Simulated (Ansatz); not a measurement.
| atom | x (Å) | y (Å) | z (Å) |
| --- | --- | --- | --- |
| Al | -0.9187 | -0.2485 | 1.1004 |
| H | 1.7905 | -0.5120 | 0.8106 |
| O | 1.2001 | 0.1929 | 0.4726 |
| H | 0.7994 | -0.1769 | -0.3852 |
| N | -0.9589 | -0.1872 | -0.8226 |
| H | -1.6623 | -0.7363 | -1.3375 |
| H | -0.8896 | 0.7160 | -1.3209 |

These are results of RKS PBE-D4/cc-pVDZ (Ansatz 0.2.0), not measurements.

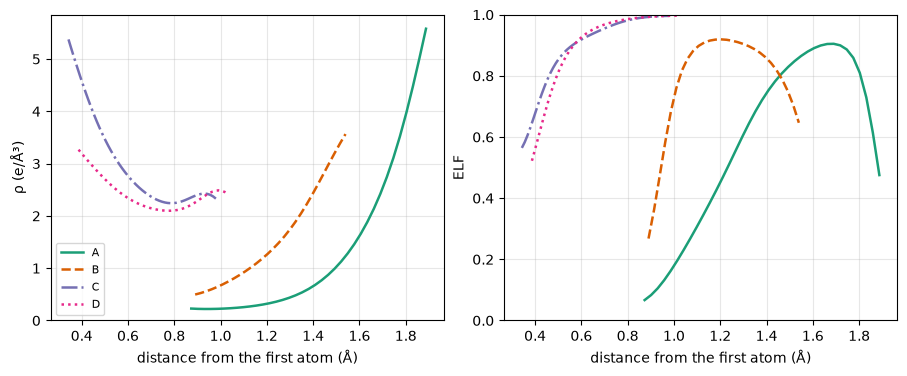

AlH₄NO. Total electron density and electron localisation function along straight lines between neighbouring atoms. The curves leave out the atomic cores.

**Which curve belongs to which contact (Al–N, Al–O, N–H and O–H)? The first atom named is at distance zero.**

Curve A: Al–O (2.25 Å): the density is about 0.27 e/Å³ at the midpoint, with its minimum of 0.22 e/Å³ about 0.9 Å from Al; the ELF is about 0.35 at the midpoint. Curve B: Al–N (1.92 Å): ρ is about 0.6 e/Å³ halfway; the ELF peaks at about 0.90 in the valence shell of N, 0.7 Å from its nucleus, and is about 0.60 at the midpoint. Curve C: O–H (0.98 Å): the density is about 3.6 e/Å³ at the midpoint; the ELF climbs to about 1 towards the hydrogen, as it does in any bond to H: an ordinary covalent bond to hydrogen. Curve D: N–H (1.03 Å): the density is about 2.6 e/Å³ at the midpoint; the ELF climbs to about 1 towards the hydrogen: an ordinary covalent bond to hydrogen.
